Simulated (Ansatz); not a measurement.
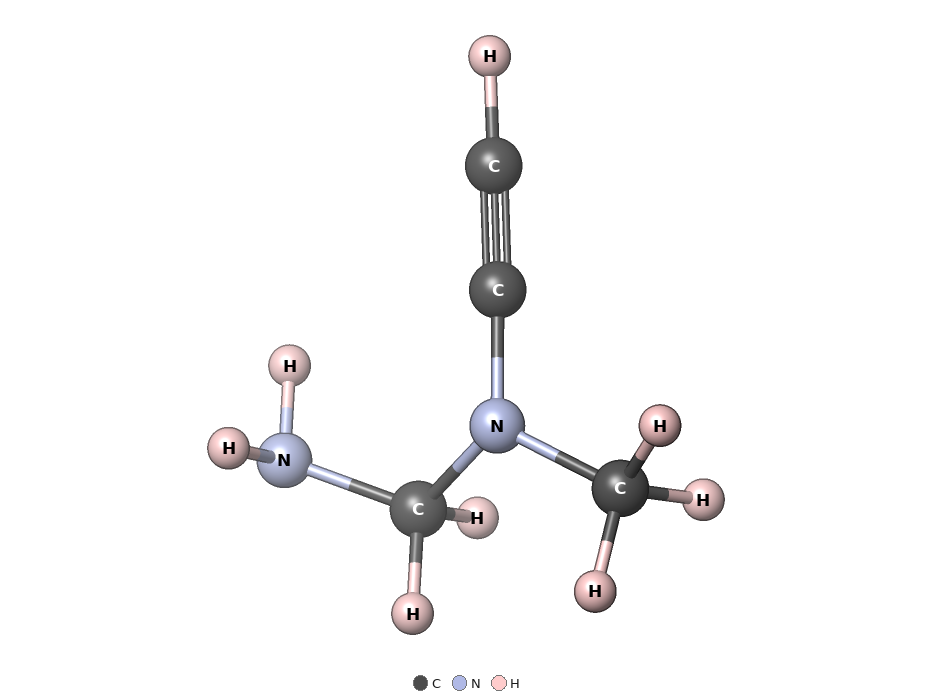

Orthographic view. Distant atoms are faded towards the background colour. The geometry was computed by an optimisation with PBE-D4/def2-SVP. No frequency run is at hand to confirm it as a minimum.

Q: Give the standard InChI.

A: InChI=1S/C4H8N2/c1-3-6(2)4-5/h1H,4-5H2,2H3
